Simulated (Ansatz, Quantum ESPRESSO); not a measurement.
# Ni: work function by face, part 2 of 7

Wanted: work functions of Ni face by face, under two functionals.

Quantum ESPRESSO 7.5; plane-wave DFT, PBE, GBRV ultrasoft pseudopotentials; geometry and cross-check by Ansatz 0.2.0 with PAW datasets.

So far. Step 2 (Geometry from Ansatz of (111)):  Held were the atoms numbered 3; the forces quoted are those on the free ones.

## 3. Self-consistent run of (111), PBE

Both faces of the slab are alike, so a plain periodic cell serves and symmetry is kept.

Level of this step: plane-wave DFT, PBE, GBRV ultrasoft pseudopotentials (Quantum ESPRESSO 7.5).

File 111.pbe.in:

```
&control
  prefix = '111.pbe'
  outdir = './out'
  pseudo_dir = './pseudo'
  calculation = 'scf'
  tprnfor = .true.
/
&system
  ibrav = 0
  nat = 5
  ntyp = 1
  ecutwfc = 40
  ecutrho = 200
  occupations = 'smearing'
  smearing = 'mv'
  degauss = 0.02
  nspin = 2
  starting_magnetization(1) = 0.12
/
&electrons
  conv_thr = 1e-07
  mixing_beta = 0.4
  electron_maxstep = 120
  mixing_mode = 'local-TF'
/
ATOMIC_SPECIES
  Ni  58.6934  ni_pbe_v1.4.uspp.F.UPF
CELL_PARAMETERS angstrom
  2.48901586975992 0.00000000000000 0.00000000000000
  1.24450793487996 2.15555097363471 0.00000000000000
  0.00000000000000 0.00000000000000 24.12909179020000
ATOMIC_POSITIONS crystal
  Ni  0.666666666667 0.666666666667 0.332744791999
  Ni  0.000000000000 -0.000000000000 0.415799910251
  Ni  0.333333333333 0.333333333333 0.500000000000
  Ni  0.666666666667 0.666666666667 0.584199870084
  Ni  -0.000000000000 -0.000000000000 0.667254826827
K_POINTS automatic
  12 12 1 0 0 0
```

Run with:

```console
$ OMP_NUM_THREADS=1 mpirun -n 8 pw.x -nk 8 -in 111.pbe.in > 111.pbe.out
```

What it wrote:

```text
Program PWSCF v.7.5 starts
[citation notice left out]

     Parallel version (MPI & OpenMP), running on       8 processor cores
     Number of MPI processes:                 8
     Threads/MPI process:                     1

     MPI processes distributed on     1 nodes
[...]
Current dimensions of program PWSCF are:
     Max number of different atomic species (ntypx) = 10
     Max number of k-points (npk) =  40000
     Max angular momentum in pseudopotentials (lmaxx) =  4
     Message from routine setup:
     using ibrav=0 with symmetry is DISCOURAGED, use correct ibrav instead

     K-points division:     npool     =       8
     Subspace diagonalization in iterative solution of the eigenvalue problem:
     a serial algorithm will be used

     G-vector sticks info
     --------------------
     sticks:   dense  smooth     PW     G-vecs:    dense   smooth      PW
     Sum         313     253     85                41833    30003    5951

     Using Slab Decomposition

     bravais-lattice index     =            0
     lattice parameter (alat)  =       4.7036  a.u.
     unit-cell volume          =     873.6220 (a.u.)^3
     number of atoms/cell      =            5
     number of atomic types    =            1
     number of electrons       =        90.00
     number of Kohn-Sham states=           54
     kinetic-energy cutoff     =      40.0000  Ry
     charge density cutoff     =     200.0000  Ry
     scf convergence threshold =      1.0E-07
     mixing beta               =       0.4000
     number of iterations used =            8  local-TF  mixing
     Exchange-correlation=  SLA  PW   PBX  PBC
                           (   1   4   3   4   0   0   0)

     celldm(1)=   4.703558  celldm(2)=   0.000000  celldm(3)=   0.000000
     celldm(4)=   0.000000  celldm(5)=   0.000000  celldm(6)=   0.000000

     crystal axes: (cart. coord. in units of alat)
               a(1) = (   1.000000   0.000000   0.000000 )
               a(2) = (   0.500000   0.866025   0.000000 )
               a(3) = (   0.000000   0.000000   9.694230 )

     reciprocal axes: (cart. coord. in units 2 pi/alat)
               b(1) = (  1.000000 -0.577350  0.000000 )
               b(2) = (  0.000000  1.154701  0.000000 )
               b(3) = (  0.000000  0.000000  0.103154 )

     PseudoPot. # 1 for Ni read from file:
     ./pseudo/ni_pbe_v1.4.uspp.F.UPF
     Pseudo is Ultrasoft + core correction, Zval = 18.0
     Generated by new atomic code, or converted to UPF format
     Using radial grid of  865 points,  6 beta functions with:
                l(1) =   0
                l(2) =   0
                l(3) =   1
                l(4) =   1
                l(5) =   2
                l(6) =   2
     Q(r) pseudized with 10 coefficients,  rinner =    0.980   0.980   0.980
                                                       0.980   0.980

     atomic species   valence    mass     pseudopotential
     Ni               18.00    58.69340     Ni( 1.00)

     Starting magnetic structure
     atomic species   magnetization
     Ni              0.120

     12 Sym. Ops., with inversion, found ( 6 have fractional translation)

   Cartesian axes

     site n.     atom                  positions (alat units)
         1        Ni     tau(   1) = (   1.0000000   0.5773503   3.2257045  )
         2        Ni     tau(   2) = (   0.0000000   0.0000000   4.0308599  )
         3        Ni     tau(   3) = (   0.5000000   0.2886751   4.8471149  )
         4        Ni     tau(   4) = (   1.0000000   0.5773503   5.6633678  )
         5        Ni     tau(   5) = (   0.0000000   0.0000000   6.4685216  )

     number of k points=    19  Marzari-Vanderbilt smearing, width (Ry)=  0.0200
                       cart. coord. in units 2pi/alat
        k(    1) = (   0.0000000   0.0000000   0.0000000), wk =   0.0069444
        k(    2) = (   0.0000000   0.0962250   0.0000000), wk =   0.0416667
        k(    3) = (   0.0000000   0.1924501   0.0000000), wk =   0.0416667
        k(    4) = (   0.0000000   0.2886751   0.0000000), wk =   0.0416667
        k(    5) = (   0.0000000   0.3849002   0.0000000), wk =   0.0416667
        k(    6) = (   0.0000000   0.4811252   0.0000000), wk =   0.0416667
        k(    7) = (   0.0000000  -0.5773503   0.0000000), wk =   0.0208333
        k(    8) = (   0.0833333   0.1443376   0.0000000), wk =   0.0416667
        k(    9) = (   0.0833333   0.2405626   0.0000000), wk =   0.0833333
        k(   10) = (   0.0833333   0.3367877   0.0000000), wk =   0.0833333
[...]
k(   19) = (   0.3333333  -0.5773503   0.0000000), wk =   0.0138889

     Dense  grid:    41833 G-vectors     FFT dimensions: (  24,  24, 216)

     Smooth grid:    30003 G-vectors     FFT dimensions: (  24,  24, 192)

     Estimated max dynamical RAM per process >      87.13 MB

     Estimated total dynamical RAM >     554.05 MB

     Check: negative core charge=   -0.000016
     Generating pointlists ...
     new r_m :   0.4087 (alat units)  1.9223 (a.u.) for type    1

     Initial potential from superposition of free atoms

     starting charge      80.0000, renormalised to      90.0000

     negative rho (up, down):  1.255E-03 9.862E-04
     Starting wfcs are   65 randomized atomic wfcs

     total cpu time spent up to now is        1.0 secs

     per-process dynamical memory:    61.2 Mb

     Self-consistent Calculation

     iteration #  1     ecut=    40.00 Ry     beta= 0.40
     Davidson diagonalization with overlap
     ethr =  1.00E-02,  avg # of iterations =  9.8

     negative rho (up, down):  1.944E-01 1.877E-01

     total cpu time spent up to now is        5.4 secs

     total energy              =   -1661.91405857 Ry
     estimated scf accuracy    <    1475.05846794 Ry

     total magnetization       =     0.67 Bohr mag/cell
     absolute magnetization    =     0.82 Bohr mag/cell

     iteration #  2     ecut=    40.00 Ry     beta= 0.40
[...]
negative rho (up, down):  9.129E-02 8.760E-02

[...]
total energy              =   -1715.61704550 Ry
     estimated scf accuracy    <      16.14831469 Ry

     total magnetization       =     5.37 Bohr mag/cell
     absolute magnetization    =     5.77 Bohr mag/cell

     iteration #  3     ecut=    40.00 Ry     beta= 0.40
[...]
negative rho (up, down):  3.337E-02 3.167E-02

[...]
total energy              =   -1716.53852816 Ry
     estimated scf accuracy    <       2.40590838 Ry

[...]
negative rho (up, down):  4.577E-03 4.466E-03

[...]
total energy              =   -1716.29263760 Ry
     estimated scf accuracy    <       0.00985607 Ry

     total magnetization       =     3.57 Bohr mag/cell
     absolute magnetization    =     4.13 Bohr mag/cell

     iteration # 18     ecut=    40.00 Ry     beta= 0.40
[...]
negative rho (up, down):  2.120E-03 2.108E-03

[...]
total energy              =   -1716.29330171 Ry
     estimated scf accuracy    <       0.00162513 Ry

     total magnetization       =     3.58 Bohr mag/cell
     absolute magnetization    =     4.14 Bohr mag/cell

     iteration # 19     ecut=    40.00 Ry     beta= 0.40
[...]
negative rho (up, down):  9.224E-04 9.543E-04

[...]
total energy              =   -1716.29335300 Ry
     estimated scf accuracy    <       0.00014532 Ry

     total magnetization       =     3.57 Bohr mag/cell
     absolute magnetization    =     4.14 Bohr mag/cell

     iteration # 20     ecut=    40.00 Ry     beta= 0.40
[...]
negative rho (up, down):  5.875E-04 6.283E-04

[...]
total energy              =   -1716.29336090 Ry
     estimated scf accuracy    <       0.00002122 Ry

     total magnetization       =     3.58 Bohr mag/cell
     absolute magnetization    =     4.14 Bohr mag/cell

     iteration # 21     ecut=    40.00 Ry     beta= 0.40
[...]
negative rho (up, down):  3.074E-04 3.844E-04

[...]
total energy              =   -1716.29337434 Ry
     estimated scf accuracy    <       0.00000927 Ry

     total magnetization       =     3.58 Bohr mag/cell
     absolute magnetization    =     4.14 Bohr mag/cell

     iteration # 22     ecut=    40.00 Ry     beta= 0.40
[...]
negative rho (up, down):  2.796E-04 3.637E-04

[...]
total energy              =   -1716.29337637 Ry
     estimated scf accuracy    <       0.00000052 Ry

     total magnetization       =     3.58 Bohr mag/cell
     absolute magnetization    =     4.14 Bohr mag/cell

     iteration # 23     ecut=    40.00 Ry     beta= 0.40
[...]
negative rho (up, down):  2.609E-04 3.448E-04

     Magnetic moment per site  (integrated on atomic sphere of radius R)
     atom   1 (R=0.409)  charge= 16.5816  magn=  0.7722
     atom   2 (R=0.409)  charge= 16.6511  magn=  0.7718
     atom   3 (R=0.409)  charge= 16.6495  magn=  0.7287
     atom   4 (R=0.409)  charge= 16.6511  magn=  0.7718
     atom   5 (R=0.409)  charge= 16.5816  magn=  0.7722

[...]
End of self-consistent calculation

 ------ SPIN UP ------------

          k = 0.0000 0.0000 0.0000 (  3775 PWs)   bands (ev):

   -99.2099 -99.2067 -99.1571 -98.9354 -98.9344 -59.6603 -59.5997 -59.5074
   -59.4934 -59.4934 -59.4909 -59.4909 -59.4301 -59.4301 -59.2849 -59.2849
   -59.2840 -59.2840 -59.1907 -59.1897  -4.1847  -3.2571  -1.8847  -0.6855
    -0.3118   1.9405   2.0150   2.1386   2.1386   2.2028   2.2047   2.2047
     2.2459   2.2459   2.4292   2.4292   2.4730   2.4730   2.5819   3.2410
     3.2410   3.2775   3.2775   3.5188   3.5188   3.8082   3.8082   3.9280
     3.9280   4.1666   4.8296   9.0911   9.4876  10.0729

          k = 0.0000 0.0962 0.0000 (  3747 PWs)   bands (ev):

   -99.2082 -99.2052 -99.1558 -98.9339 -98.9329 -59.6566 -59.5987 -59.5147
   -59.5041 -59.4963 -59.4954 -59.4936 -59.4404 -59.4326 -59.2956 -59.2946
   -59.2876 -59.2866 -59.1895 -59.1885  -3.9458  -3.0269  -1.6690  -0.4896
    -0.1463   1.8084   1.8957   2.0705   2.1091   2.1849   2.2192   2.2469
     2.2840   2.3409   2.4029   2.4287   2.4773   2.5081   2.5677   3.1353
     3.1495   3.3093   3.3098   3.3500   3.4695   3.5253   3.8106   3.8432
     3.9336   4.8249   5.5891   9.3068   9.7149  10.2645

          k = 0.0000 0.1925 0.0000 (  3732 PWs)   bands (ev):

   -99.2037 -99.2011 -99.1522 -98.9300 -98.9290 -59.6470 -59.5970 -59.5419
   -59.5336 -59.5043 -59.5011 -59.5006 -59.4678 -59.4394 -59.3246 -59.3236
   -59.2948 -59.2938 -59.1867 -59.1857  -3.2528  -2.3693  -1.0758   0.0240
     0.2843   1.4939   1.6641   1.7874   1.8569   2.0933   2.1916   2.2833
     2.3638   2.3704   2.5144   2.5366   2.5927   2.6947   2.8316   2.8477
     2.9840   3.0880   3.1725   3.3176   3.5352   3.5595   3.8109   3.9465
     4.3826   5.7783   6.8906   9.9458  10.3965  10.8339

          k = 0.0000 0.2887 0.0000 (  3716 PWs)   bands (ev):

   -99.1977 -99.1955 -99.1474 -98.9245 -98.9236 -59.6352 -59.5979 -59.5792
   -59.5736 -59.5151 -59.5113 -59.5067 -59.5017 -59.4487 -59.3637 -59.3627
   -59.3047 -59.3037 -59.1829 -59.1819  -2.1974  -1.4182  -0.3451   0.5055
     0.7382   1.1038   1.4170   1.5956   1.6676   1.9636   2.1942   2.2454
     2.4209   2.4282   2.5500   2.6188   2.7105   2.8975   3.0133   3.0166
     3.1965   3.2526   3.2865   3.4224   3.5715   3.8101   3.8436   3.9618
     5.0727   6.8809   8.4300  10.9789  11.5268  11.7824

          k = 0.0000 0.3849 0.0000 (  3720 PWs)   bands (ev):

   -99.1916 -99.1898 -99.1425 -98.9191 -98.9181 -59.6377 -59.6173 -59.6096
   -59.5928 -59.5320 -59.5260 -59.5216 -59.5118 -59.4580 -59.4020 -59.4009
   -59.3146 -59.3136 -59.1791 -59.1781  -1.0299  -0.5203   0.0473   0.5467
     0.7352   0.8574   1.1526   1.4968   1.8899   1.9470   2.2286   2.3254
     2.3435   2.6651   2.6748   2.9240   3.0511   3.1419   3.4121   3.4551
     3.5306   3.6139   3.6390   3.6987   3.7349   3.8379   3.9788   4.3007
     5.9861   8.1211  10.1512  12.2053  12.8950  13.1323

          k = 0.0000 0.4811 0.0000 (  3750 PWs)   bands (ev):

   -99.1872 -99.1856 -99.1390 -98.9152 -98.9142 -59.6607 -59.6450 -59.6241
   -59.5849 -59.5484 -59.5340 -59.5291 -59.5184 -59.4650 -59.4292 -59.4281
   -59.3219 -59.3209 -59.1765 -59.1755  -0.2877  -0.0505   0.1218   0.4651
     0.5345   0.7215   0.9135   1.4132   1.9209   2.1259   2.2588   2.3655
     2.4084   2.6232   3.0680   3.1854   3.4375   3.6473   3.7293   3.8153
     3.8595   3.8904   3.9672   4.0273   4.0525   4.1336   4.7943   5.4107
     7.0258   8.7493  10.9109  11.4182  11.9296  12.9409

[...]
the Fermi energy is     4.6586 ev

!    total energy              =   -1716.29337671 Ry
     estimated scf accuracy    <       0.00000002 Ry
     smearing contrib. (-TS)   =      -0.00017047 Ry
     internal energy E=F+TS    =   -1716.29320624 Ry

     The total energy is F=E-TS. E is the sum of the following terms:
     one-electron contribution =  -14906.33178611 Ry
     hartree contribution      =    7467.70644571 Ry
     xc contribution           =    -177.69419987 Ry
     ewald contribution        =    5900.02633403 Ry

     total magnetization       =     3.58 Bohr mag/cell
     absolute magnetization    =     4.14 Bohr mag/cell

     convergence has been achieved in  23 iterations

     negative rho (up, down):  2.609E-04 3.448E-04

     Forces acting on atoms (cartesian axes, Ry/au):

     atom    1 type  1   force =     0.00000000    0.00000000    0.00073827
     atom    2 type  1   force =     0.00000000    0.00000000    0.00005154
     atom    3 type  1   force =     0.00000000    0.00000000    0.00000000
     atom    4 type  1   force =     0.00000000    0.00000000   -0.00005154
     atom    5 type  1   force =    -0.00000000   -0.00000000   -0.00073827

     Total force =     0.001047     Total SCF correction =     0.000645
     SCF correction compared to forces is large: reduce conv_thr to get better values

[...]
=------------------------------------------------------------------------------=
   JOB DONE.
=------------------------------------------------------------------------------=
```

Wall time 51 s (8 MPI ranks of Arm Neoverse V2, shared host); peak memory 0.86 GiB; 6.8 min of CPU time.

Numbers from this step:

```
free energy            : -23351.3610 eV
Fermi energy           : 4.659 eV
magnetization          : 3.58 μB
absolute magnetization : 4.14 μB
site moments           : 0.7722, 0.7718, 0.7287, 0.7718, 0.7722 μB
```

## 4. Electrostatic potential of (111)

The vacuum level is read from the electrostatic potential (plot_num = 11), averaged over planes.

File 111.pbe.pot.in:

```
&inputpp
  prefix = '111.pbe'
  outdir = './out'
  filplot = '111.pbe.pot.dat'
  plot_num = 11
/
```

Run with:

```console
$ OMP_NUM_THREADS=1 mpirun -n 8 pp.x -in 111.pbe.pot.in > 111.pbe.pot.out
```

What it wrote:

```text
[banner, memory and clock lines left out]
Program POST-PROC v.7.5 starts

          URL

     ./out/111.pbe.save/

     IMPORTANT: XC functional enforced from input :
     Exchange-correlation= PBE
                           (   1   4   3   4   0   0   0)
     Any further DFT definition will be discarded
     Please, verify this is what you really want

     Check: negative core charge=   -0.000016

     negative rho (up, down):  2.609E-04 3.448E-04

     Calling punch_plot, plot_num =  11
     Writing data to file  111.pbe.pot.dat
     Message from routine chdens:
     namelist plot not found or invalid, exiting
```

Run time: 0.74 s. Hardware: 8 MPI ranks; peak memory 0.09 GiB; 5.1 s of CPU time.

Numbers from this step:

* work function of the upper face: 5.038 eV
* slope of the potential above: 5.48e-4 eV/Å
* upper vacuum line continued to the top atoms, over the Fermi level: 5.035 eV
* work function of the lower face: 5.039 eV
* slope of the potential below: -6.24e-5 eV/Å
* lower vacuum line continued to the bottom atoms, over the Fermi level: 5.039 eV

The potential energy, planar mean oscillates, so the rows of the table below give means over windows of 2.01 Å about each position, cut where the curve ends. Its maxima inside the range that stand out by 2 % of the span (Å: eV): 9.0: -0.520, 11.1: -0.374, 13.1: -0.376, 15.1: -0.523. Its minima: 8.0: -25.3, 10.1: -25.4, 12.1: -25.4, 14.1: -25.4, 16.1: -25.3.

Electrostatic potential energy of an electron; zero at the Fermi level. Table of potential energy, planar mean by z; means over each step:

| z (Å) | potential energy, planar mean (eV) |
| --- | --- |
| 1.00 | 5.04 |
| 3.01 | 5.04 |
| 5.02 | 4.99 |
| 7.03 | -3.58 |
| 9.04 | -11.2 |
| 11.05 | -10.9 |
| 13.06 | -10.9 |
| 15.07 | -11.2 |
| 17.08 | -3.72 |
| 19.09 | 4.99 |
| 21.10 | 5.04 |
| 23.11 | 5.04 |

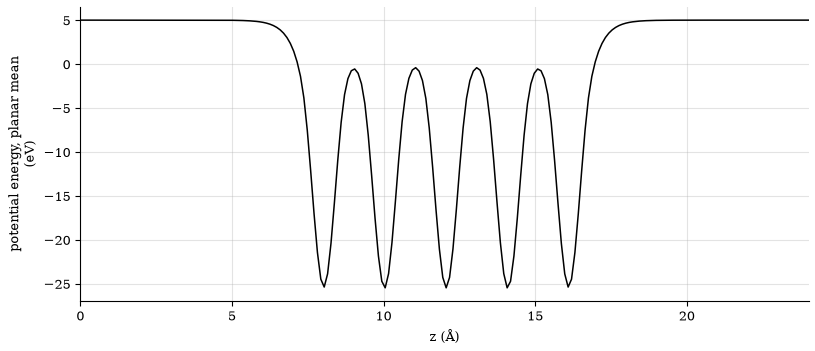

Potential energy, planar mean, plotted against z.

[end of part 2 of 7]

[Logs are printed without paths, hosts, clocks, repeated set-up lines and the standing remarks that a program may print on its own settings, such as how far it seeks lower states.]

[Hosts, paths, dates, database ids (printed as entryN), source tags and the programs' standing remarks are cut or masked in the printed files.]

[Maps of the electrostatic potential energy from Ansatz leave out the sawtooth potential of an applied field or a dipole correction, so their vacuum need not be flat; planar profiles and work functions include it.]
